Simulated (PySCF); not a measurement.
H₈Si₃, SMILES `[SiH3][SiH2][SiH3]`.

Level of theory: PBE0/def2-SVP (PySCF), at a geometry from GFN2-xTB. No frequency check shows the geometry to be a minimum.

Input script:

```python
import numpy as np
from pyscf import gto, scf, dft, lo
from pyscf.data.elements import chemcore

def solve(mol, dm0=None, hcore=None):
    mf = (dft.UKS if mol.spin else dft.RKS)(mol, xc='pbe0')
    mf.grids.level = 3
    mf = mf.density_fit(auxbasis='def2-universal-jkfit')
    mf.conv_tol, mf.max_cycle = 1e-8, 80
    if hcore is not None:
        mf.get_hcore = lambda *args: hcore
    mf.kernel(dm0)
    if not mf.converged:
        mf = mf.newton().run(mf.mo_coeff, mf.mo_occ, max_cycle=30)
    assert mf.converged, 'SCF not converged'
    return mf

mol = gto.M(atom='''
Si    -1.96413    -0.39116     0.00104
Si    -0.00001     0.83322     0.00000
Si     1.96414    -0.39115    -0.00104
H     -2.05348    -1.26499     1.17444
H     -3.18327     0.42073    -0.00975
H     -2.05473    -1.26496    -1.17228
H     -0.00052     1.75285    -1.15165
H      0.00052     1.75283     1.15169
H      3.18328     0.42073     0.00976
H      2.05349    -1.26497    -1.17445
H      2.05473    -1.26500     1.17226
''', basis='def2-svp', charge=0, spin=0, verbose=4)
mf = solve(mol)
occ_all = mf.mo_coeff[:, mf.mo_occ > 0]
occ = occ_all[:, chemcore(mol):]
loc = lo.ibo.ibo(mol, occ, iaos=lo.iao.iao(mol, occ_all))
fock, s = mf.get_fock(), mf.get_ovlp()
ortho = lo.orth_ao(mol, 'meta_lowdin')
ortho = lo.vec_lowdin(lo.iao.iao(mol, occ_all), s)
labels = lo.iao.reference_mol(mol).ao_labels(fmt=None)
vir = lo.vvo.livvo(mol, occ_all, mf.mo_coeff[:, mf.mo_occ == 0])
both = np.hstack([loc, vir])
p = (ortho.T @ s @ both) ** 2
pop = np.array([p[[l[0] == a for l in labels]].sum(0) for a in range(mol.natm)])
spd = np.array([[p[[l[0] == a and l[2][-1] == k for l in labels]].sum(0) for k in 'spd'] for a in range(mol.natm)])
eps = np.einsum('pi,pq,qi->i', both, fock, both)
for i in np.argsort(eps):
    top = np.argsort(-pop[:, i])[:3]
    print('%3d %s %9.4f Eh ' % (i + 1, 'occ' if i < loc.shape[1] else 'vir', eps[i]), '  '.join('%s%d %.3f' % (mol.atom_symbol(a), a + 1, pop[a, i]) for a in top))
np.savez('result.npz', c=both, nocc=loc.shape[1], pop=pop, spd=spd, eps=eps, e=mf.e_tot)
```

Command:

```sh
OMP_NUM_THREADS=1 python input.py
```

The run took 3.6 s on 1 thread of AMD EPYC 9R45 96-Core Processor (Zen 5), with other jobs on the host, peak memory 0.43 GiB.

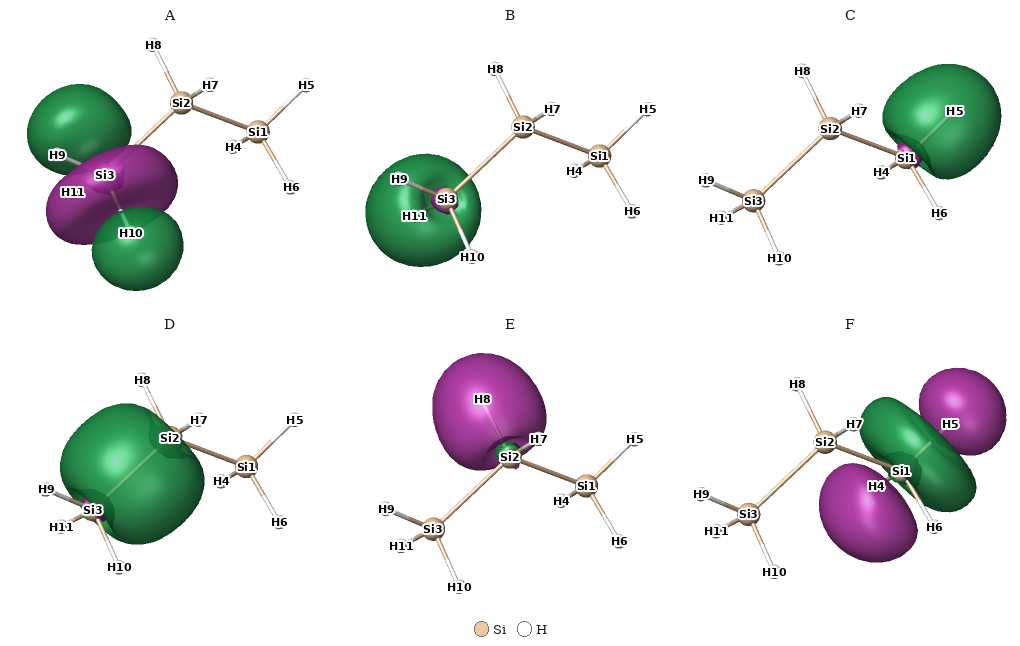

Intrinsic bond orbitals (IBO), occupied and valence-virtual; each surface holds about 85 % of the orbital's density. Energies are diagonal elements of the Fock matrix.

### Identify each orbital.

By panel:
- A: σ* orbital Si3–H10 (Si3 55 %, H10 45 %; 5.5 eV)
- B: σ bond H11–Si3 (H11 54 %, Si3 45 %; −11.2 eV)
- C: σ bond H5–Si1 (H5 54 %, Si1 46 %; −11.3 eV)
- D: σ bond Si2–Si3 (Si2 51 %, Si3 49 %; −11.2 eV)
- E: σ bond H8–Si2 (H8 53 %, Si2 46 %; −11.2 eV)
- F: σ* orbital Si1–H5 (Si1 54 %, H5 45 %; 5.6 eV)
